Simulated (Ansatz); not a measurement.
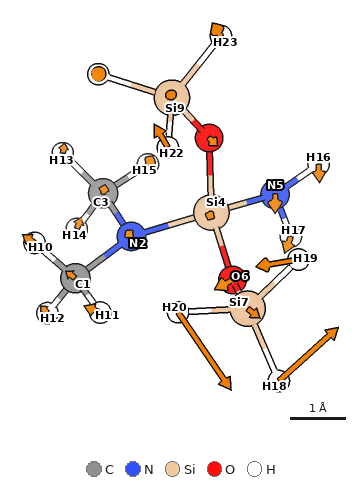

A relaxation of C2H14N2O2Si3. The starting structure is drawn; orange arrows show the displacements, at their true length. The two geometries are superimposed by the best rigid fit.

The picture is a ball-and-stick view, seen from a free direction.

The start comes from GFN2-xTB.

These are results of RKS PBE0-D4/def2-TZVP in Ansatz, not measurements.

The input:
```yaml
crystal:
  periodic: [false, false, false]
  atoms:
    - {symbol: C, position_ang: [1.502350, -0.787700, -1.375600]}
    - {symbol: N, position_ang: [0.597140, -1.283340, -0.368010]}
    - {symbol: C, position_ang: [1.178450, -2.330730, 0.435340]}
    - {symbol: Si, position_ang: [-0.705870, -0.349470, 0.233820]}
    - {symbol: N, position_ang: [-1.867120, -1.424120, 0.903740]}
    - {symbol: O, position_ang: [-1.248060, 0.538630, -1.015710]}
    - {symbol: Si, position_ang: [-1.517160, 1.998260, -1.650090]}
    - {symbol: O, position_ang: [-0.349310, 0.663690, 1.458660]}
    - {symbol: Si, position_ang: [0.540350, 1.931970, 1.913820]}
    - {symbol: H, position_ang: [2.388340, -0.316400, -0.930300]}
    - {symbol: H, position_ang: [0.989350, -0.057310, -1.994230]}
    - {symbol: H, position_ang: [1.835990, -1.616100, -2.007650]}
    - {symbol: H, position_ang: [2.063210, -1.977680, 0.980160]}
    - {symbol: H, position_ang: [1.479180, -3.165210, -0.205900]}
    - {symbol: H, position_ang: [0.441090, -2.677560, 1.152560]}
    - {symbol: H, position_ang: [-2.527710, -1.036590, 1.556180]}
    - {symbol: H, position_ang: [-2.334440, -2.050460, 0.270690]}
    - {symbol: H, position_ang: [-2.340380, 1.691560, -2.817450]}
    - {symbol: H, position_ang: [-2.216320, 2.842650, -0.682120]}
    - {symbol: H, position_ang: [-0.233240, 2.597800, -2.023720]}
    - {symbol: H, position_ang: [1.915700, 1.475960, 2.136860]}
    - {symbol: H, position_ang: [0.519550, 2.970210, 0.879800]}
    - {symbol: H, position_ang: [-0.111080, 2.361930, 3.149160]}
basis:
  gaussian: {orbitals: def2-TZVP}
hamiltonian: {xc: pbe0, dispersion: d4}
relax: {f_tol: 0.005, max_steps: 150}
```

**What did the optimiser do to the structure, and how much energy did it gain?**

H20 moves most after the best rigid fit: 1.79 Å. By element the largest moves are H 1.79 Å, O 0.43 Å, N 0.41 Å, Si 0.31 Å, C 0.24 Å. Near-neighbour distances that change, for instance: Si7–H18 1.461 → 1.487 Å, Si9–H23 1.461 → 1.484 Å, Si4–N5 1.718 → 1.696 Å, Si9–H21 1.466 → 1.488 Å. Bond angles that change, for instance: O6–Si7–H18 102.6° → 110.7°, Si4–O6–Si7 148.4° → 140.6°, Si4–O8–Si9 145.2° → 139.3°. Groups turn about O6–Si7 by about 110°, Si4–O6 by about 50°, O8–Si9 by about 30°. Over 58 accepted moves (64 points after the start) the energy falls by 0.168 eV. Largest force component: 0.75 eV/Å at the start, 0.0041 eV/Å at the end. The line search rejected the trial steps at points 4, 16, 22, 23, 37, 42 of the run. The forces were under the threshold at step 35, but the run went on from there.
